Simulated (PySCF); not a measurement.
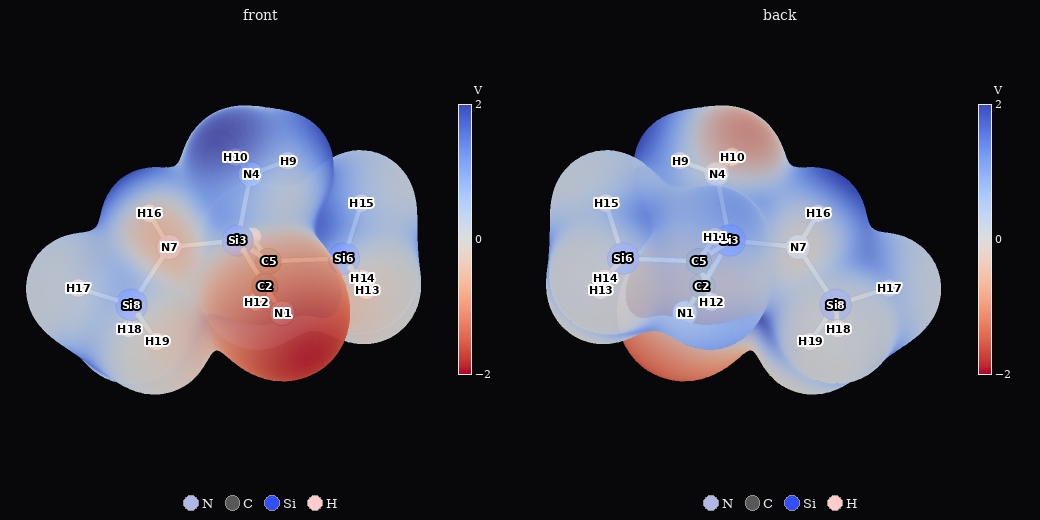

C₂H₁₁N₃Si₃. The molecular electrostatic potential painted on the density surface at 0.002 e/bohr³, seen from the front and from behind; red is negative and blue positive.

Geometry: GFN2-xTB.

Level of theory: PySCF, PBE0/pcSseg-1, SCF density, gas phase, non-relativistic.

```csv
atom,x (Å),y (Å),z (Å)
N,-1.5561,2.3034,-1.2710
C,-1.1285,1.3218,-0.8636
Si,-0.4148,-0.3020,-0.2406
N,-0.6550,-1.6284,-1.3146
C,1.4418,-0.0294,0.0191
Si,2.4036,0.5007,-1.5293
N,-1.3495,-0.6729,1.1688
Si,-1.6773,0.3355,2.5405
H,-0.0871,-1.6805,-2.1434
H,-1.5980,-1.9140,-1.5236
H,1.8798,-0.9450,0.4165
H,1.5753,0.7296,0.7902
H,1.8159,1.7109,-2.1021
H,3.8029,0.7474,-1.1690
H,2.3534,-0.5769,-2.5259
H,-1.5079,-1.6576,1.3063
H,-2.7253,-0.3619,3.2861
H,-0.4839,0.4952,3.3835
H,-2.0990,1.6334,2.0244
```

Q: Describe the electrostatic potential map.

A: The most negative region (about −1.9 V) lies over N1, the most positive (about +1.9 V) over Si3, H9, H10 and H16. N1 is the likeliest acceptor of a hydrogen bond.

Q: How polar is the molecule by this calculation?

A: Its dipole moment is 4.02 D.
